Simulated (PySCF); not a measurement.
NMR shielding calculation, with input and output: C$_{3}$H$_{7}$N$_{3}$OSi

System: C$_{3}$H$_{7}$N$_{3}$OSi.
Method: GIAO PBE0/pcSseg-1 NMR shielding, non-relativistic, gas phase (PySCF 2.14.0).

The geometry comes from this level: GFN2-xTB. Figures and captions count atoms from 1; the log counts them from 0 in places.

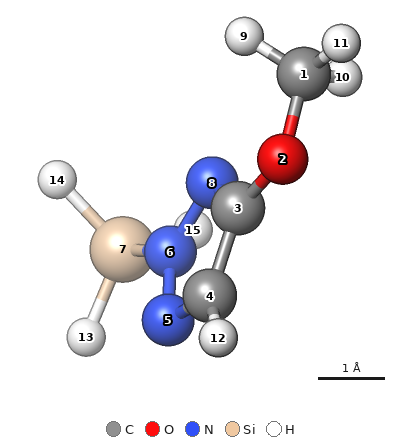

The structure (ball-and-stick view, seen at a tilt; atoms are numbered from 1 in the order of the input). Bond lengths as drawn: C–C 1.42 Å, C–H 1.07 to 1.09 Å, C–N 1.31 to 1.32 Å, C–O 1.34 to 1.41 Å, H–Si 1.46 Å, N–N 1.32 to 1.33 Å and N–Si 1.76 Å.

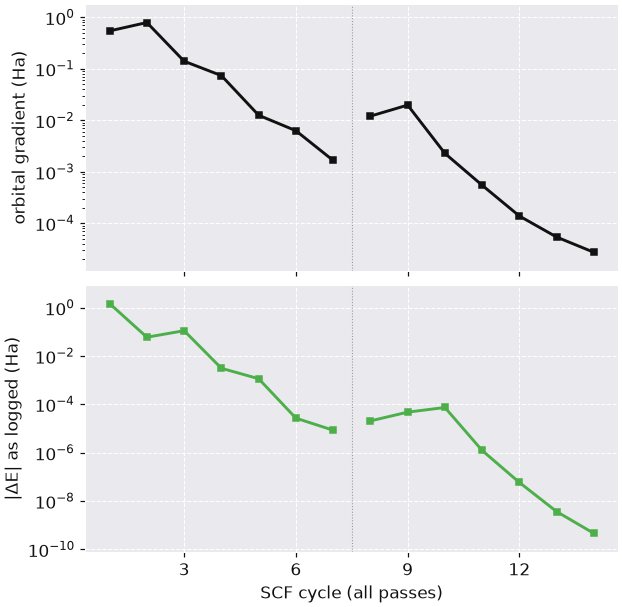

Convergence of the self-consistent field: orbital gradient and size of the energy change against the SCF cycle. The dotted line marks the change from a coarse to the final integration grid. The first 7 cycles use a coarse grid, the final grid takes over at cycle 8, and the field converges after 14 cycles in all.

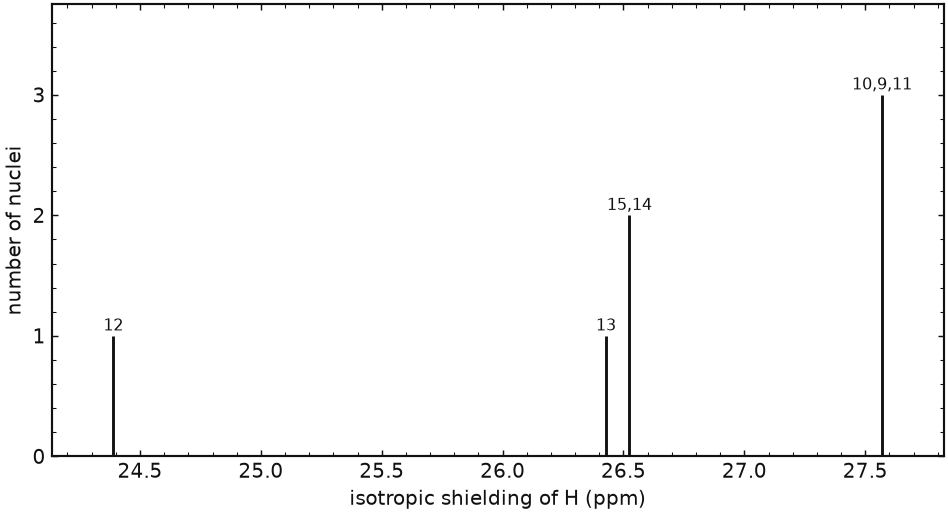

Isotropic shieldings of the hydrogen nuclei in this fixed geometry, labelled by atom number; shielding grows to the right, so chemical shift grows to the left. The least shielded is H12 (24.4 ppm), the most shielded H11 (27.6 ppm).

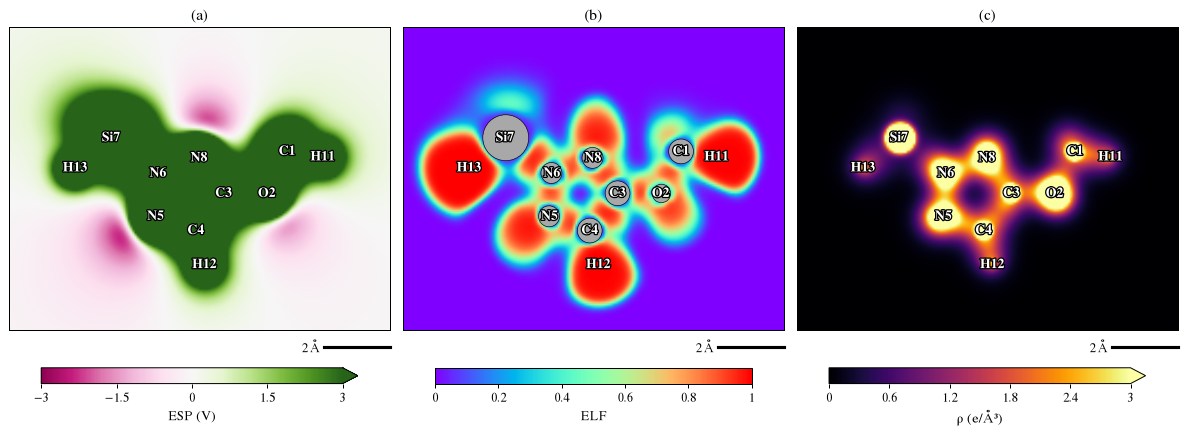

(a) electrostatic potential; (b) ELF; (c) electron density on the plane of atoms C4, N5 and N6. Grey discs, where drawn, cover atomic cores. The plane passes through C, O, N, Si and H nuclei. C–N (1.31 Å): ρ is about 2.6 e/Å³ halfway; the ELF peaks at about 0.90 between the atoms (a double or triple bond). C–O (1.34 Å): ρ is about 2.4 e/Å³ halfway; the ELF peaks at about 0.90 between the atoms (a polar covalent bond).

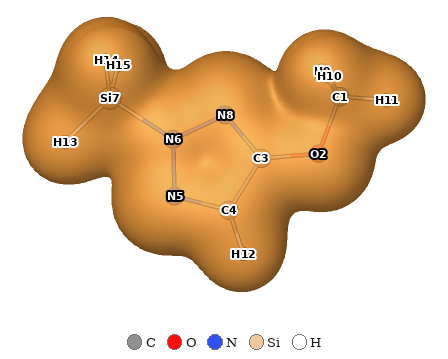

Isosurface of the total electron density at 0.05 e/Å³ (orange), seen face on. At this value the surface is in one piece. On the grid the lowest density along these lines, outside the cores, is 2.4 e/Å³ (C–N, 1.31 Å), 2.6 e/Å³ (N–N, 1.32 Å), 2.1 e/Å³ (C–O, 1.34 Å) and 2 e/Å³ (C–C, 1.42 Å).

The input that produced these results follows, with the program's output.

### The input
```
{"job": {"kind": "nmr", "xc": "PBE0", "basis": "pcSseg-1"}, "charge": 0, "multiplicity": 1}
C     -2.585283    -0.837830    -0.341259
O     -2.171550     0.465688     0.019114
C     -0.849486     0.626713     0.117873
C     -0.169118     1.826637     0.440983
N      1.118048     1.564066     0.432270
N      1.230354     0.284117     0.123405
Si     2.754742    -0.581143    -0.004989
N      0.055386    -0.316313    -0.074401
H     -2.274242    -1.565256     0.412852
H     -2.153245    -1.126136    -1.302833
H     -3.670548    -0.802687    -0.407674
H     -0.564005     2.794430     0.662636
H      3.743991     0.450122     0.271867
H      2.712498    -1.651587     0.989534
H      2.818044    -1.122832    -1.361288
```

The first line tells a small driver script what to run in PySCF; the rest is the geometry in Å.

Launch command:
```bash
OMP_NUM_THREADS=1 python <driver script> task.json out
```

### Output
```
coarse grid: 13496 points
cycle   1  E = -646.7826451165  dE =  1.453e+00  |g| = 5.411e-01  |ddm| = 3.682e+00
cycle   2  E = -646.7236205436  dE =  5.902e-02  |g| = 7.869e-01  |ddm| = 8.970e-01
cycle   3  E = -646.8335200068  dE = -1.099e-01  |g| = 1.395e-01  |ddm| = 6.014e-01
cycle   4  E = -646.8365788074  dE = -3.059e-03  |g| = 7.336e-02  |ddm| = 1.508e-01
cycle   5  E = -646.8377112030  dE = -1.132e-03  |g| = 1.248e-02  |ddm| = 5.714e-02
cycle   6  E = -646.8377376202  dE = -2.642e-05  |g| = 6.245e-03  |ddm| = 1.515e-02
cycle   7  E = -646.8377459930  dE = -8.373e-06  |g| = 1.654e-03  |ddm| = 5.945e-03
final grid: 127344 points
cycle   8  E = -646.8901837673  dE = -2.030e-05  |g| = 1.198e-02  |ddm| = 2.837e-02
cycle   9  E = -646.8901368826  dE =  4.688e-05  |g| = 1.963e-02  |ddm| = 2.029e-02
cycle  10  E = -646.8902098452  dE = -7.296e-05  |g| = 2.270e-03  |ddm| = 1.406e-02
cycle  11  E = -646.8902110611  dE = -1.216e-06  |g| = 5.456e-04  |ddm| = 2.168e-03
cycle  12  E = -646.8902111186  dE = -5.752e-08  |g| = 1.378e-04  |ddm| = 4.585e-04
cycle  13  E = -646.8902111222  dE = -3.599e-09  |g| = 5.384e-05  |ddm| = 1.361e-04
cycle  14  E = -646.8902111227  dE = -4.507e-10  |g| = 2.723e-05  |ddm| = 5.647e-05
converged SCF energy = -646.8902111227

GIAO shielding tensors (ppm)
atom      isotropic    diamagn.    paramagn.     s11        s22        s33       span
  0 C      128.809     245.276    -116.467    102.687    105.485    178.254     75.566
  1 O      255.881     395.471    -139.590    159.452    291.138    317.053    157.601
  2 C       14.262     256.848    -242.585    -46.160     15.842     73.106    119.266
  3 C       58.951     251.150    -192.198    -17.956     61.620    133.191    151.147
  4 N     -123.727     324.296    -448.023   -376.843   -158.887    164.548    541.392
  5 N       21.860     328.264    -306.404    -81.282     39.395    107.467    188.749
  6 Si     394.635     881.082    -486.447    362.629    379.718    441.558     78.929
  7 N      -62.037     329.680    -391.718   -259.564   -107.199    180.650    440.214
  8 H       27.568      30.182      -2.614     24.184     25.432     33.088      8.905
  9 H       27.565      30.235      -2.671     24.142     25.532     33.020      8.879
 10 H       27.577      27.656      -0.079     23.317     26.149     33.264      9.948
 11 H       24.390      30.206      -5.817     22.033     24.813     26.323      4.290
 12 H       26.428      28.992      -2.564     22.562     25.865     30.857      8.295
 13 H       26.533      29.532      -2.999     23.157     25.155     31.288      8.132
 14 H       26.516      29.536      -3.021     23.122     25.193     31.232      8.110
```

### Key numbers

| quantity | value |
| --- | --- |
| outcome | converged |
| total energy | −646.890211 hartree |
| HOMO | −6.89 eV |
| LUMO | −0.17 eV |
| dipole moment | 1.54 D |
| isotropic shielding, C | 14.3 to 128.8 ppm |
| isotropic shielding, O | 255.9 ppm |
| isotropic shielding, N | −123.7 to 21.9 ppm |
| isotropic shielding, Si | 394.6 ppm |
| isotropic shielding, H | 24.4 to 27.6 ppm |
| hardware | 1 CPU thread, shared host |
| wall time | 84 s |
| peak memory | 0.95 GiB |
